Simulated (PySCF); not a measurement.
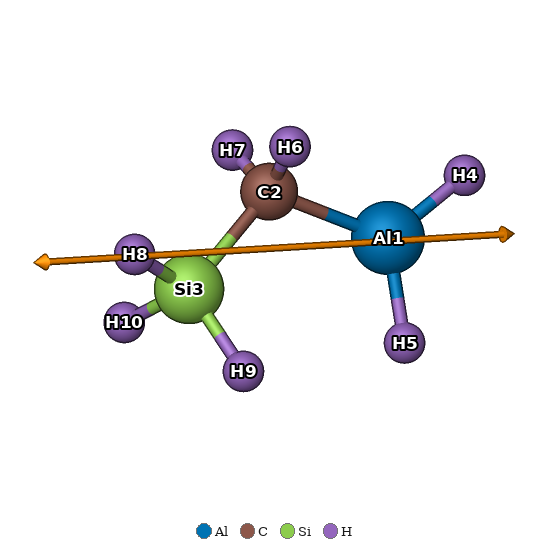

The double arrow shows the direction of the transition dipole to excited singlet state 4 (its length means nothing). Geometry: a frame of a GFN2-xTB molecular-dynamics simulation, not a minimum. Method: TDDFT PBE0/def2-SVPD, vertical, gas phase, core orbitals frozen in the response (PySCF 2.14.0).

### Where does the transition lie, and how strong is it?

6.83 eV (181 nm), oscillator strength 0.13, mainly HOMO → LUMO+1 (weight 0.97); transition dipole 2.22 D.
